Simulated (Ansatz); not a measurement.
The calculation's input:

```
crystal:
  periodic: [false, false, false]
  atoms:
    - {symbol: Cl, position_ang: [0.654957, -0.737953, 2.602553]}
    - {symbol: O, position_ang: [-0.389078, 2.470695, 3.916544]}
    - {symbol: O, position_ang: [0.193128, 2.037547, 1.392780]}
    - {symbol: Si, position_ang: [-0.307721, 3.253668, 2.454450]}
    - {symbol: Si, position_ang: [0.651020, 0.532505, 0.936727]}
    - {symbol: H, position_ang: [-0.167467, 1.525472, 3.983260]}
    - {symbol: H, position_ang: [2.031908, 0.546099, 0.411703]}
    - {symbol: H, position_ang: [-0.315052, -0.035281, -0.026104]}
basis:
  gaussian:
    orbitals: def2-TZVPD
magnetization:
  spin_polarized: false
  initial_magnetization: 0
hamiltonian:
  xc: pbe0
output: {forces: true, orbitals: {seedname: orbitals}}
```

Run with:

```sh
ansatz run input.yaml --threads 1 --pin off --max-ram 2610MiB --events-out events.jsonl --progress --plain --runs-dir runs
```

Geometry: B3LYP/6-31G*.

These are results of Ansatz 0.2.0, isolated molecule in a Gaussian basis; Kohn-Sham density functional theory, functional PBE0, not measurements.

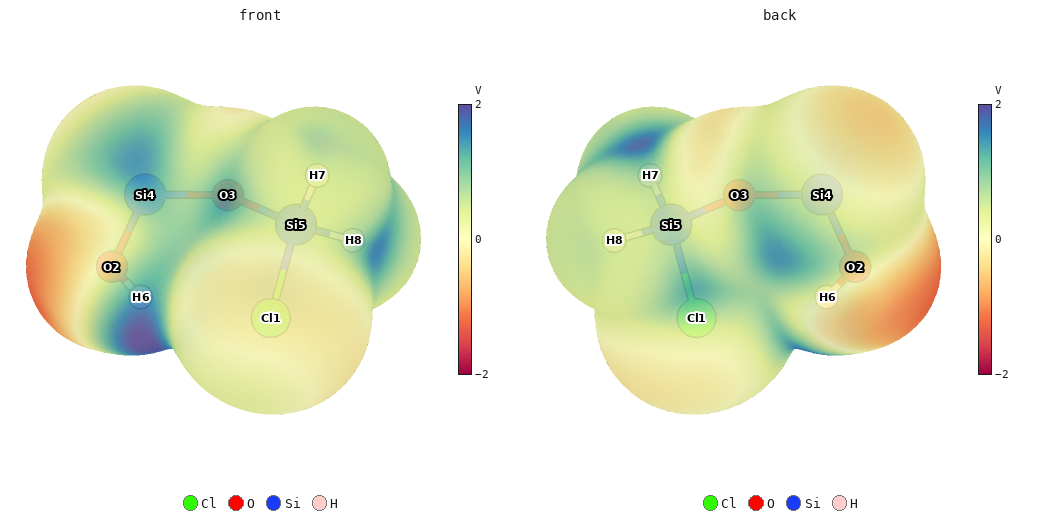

ClH₃O₂Si₂. The molecular electrostatic potential painted on the density surface at 0.002 e/bohr³, seen from the front and from behind; red is negative and blue positive.

Question: Describe the electrostatic potential map.

Answer: The most negative region (about −1.2 V) lies over O2, the most positive (about +1.9 V) over H6. O2 is the likeliest acceptor of a hydrogen bond.

Question: How polar is the molecule by this calculation?

Answer: Its dipole moment is 1.54 D.
